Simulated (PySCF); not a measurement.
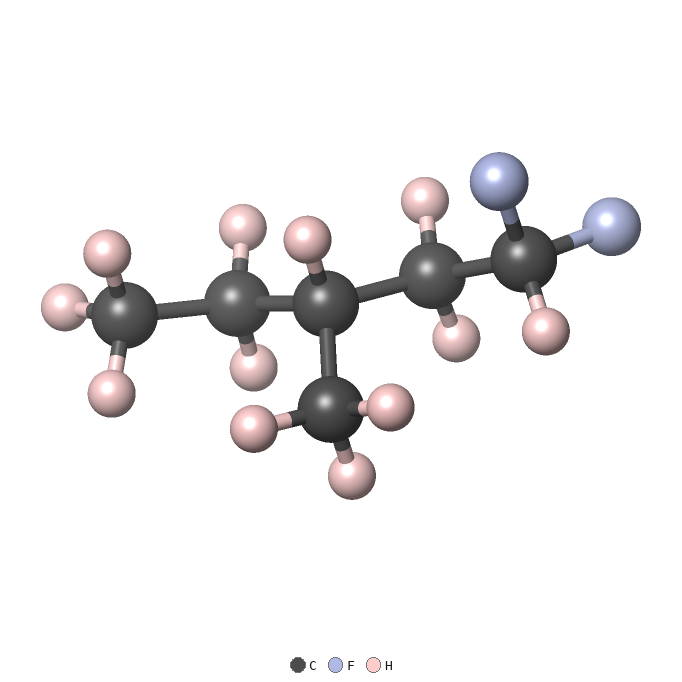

Computed geometry: PBE0-D3(BJ)/def2-SVP optimisation. No frequency run is at hand to confirm it as a minimum.

Draw it as a skeletal formula.

SMILES: CC[C@@H](C)CC(F)F

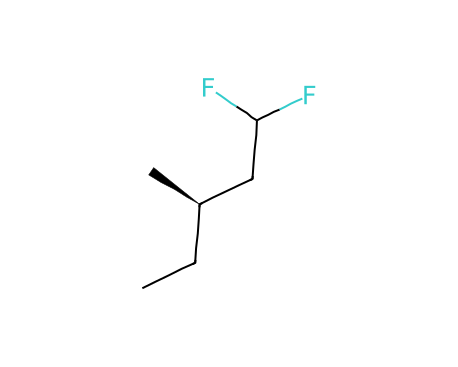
